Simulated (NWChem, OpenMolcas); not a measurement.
**Exact exchange and the dipole moment of SiH2F2**

SiH2F2 has 5 atoms, charge 0, and is taken as a singlet. SMILES: `F[SiH2]F`. Geometry: relaxed at PBE0-D4/def2-TZVP.

The dipole moment y, in D, basis aug-cc-pVDZ; a is the functional's share of exact exchange. Programs: NWChem 7.3.0, OpenMolcas 26.06.

| functional | program | a | y (D) |
| --- | --- | --- | --- |
| PBE | NWChem | 0 | 1.46 |
| revPBE | OpenMolcas | 0 | 1.44 |
| B3LYP | NWChem | 0.2 | 1.58 |
| PBE0 | NWChem | 0.25 | ? |
| BHLYP | OpenMolcas | 0.5 | 1.70 |

Q: Fit y = c + s·a to the known rows and predict PBE0.

A: 
1. Means of the 4 rows: a = 0.1750, y = 1.545.
2. Σ(Δa)² = 0.1675, Σ(Δa·Δy) = 0.0845, so the slope is 0.0845/0.1675 = 0.50448.
3. Intercept: 1.545 − (0.50448) × 0.1750 = 1.457. The largest residual of the fit is 0.022.
4. PBE0: 1.457 + (0.50448) × 0.25 = 1.58 D.

The run gave 1.58 D, so the prediction is off by 0.00 D: they agree to the digits shown. More exact exchange makes the molecule more polar here.

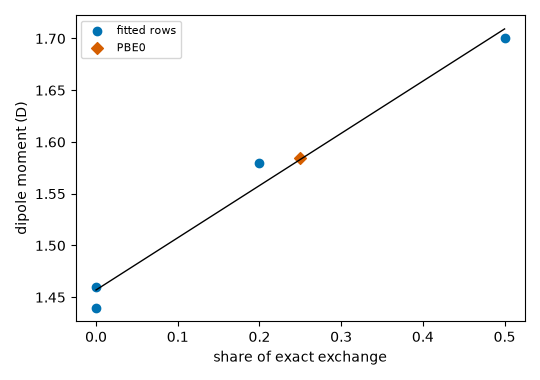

The fitted line, with the withheld row.
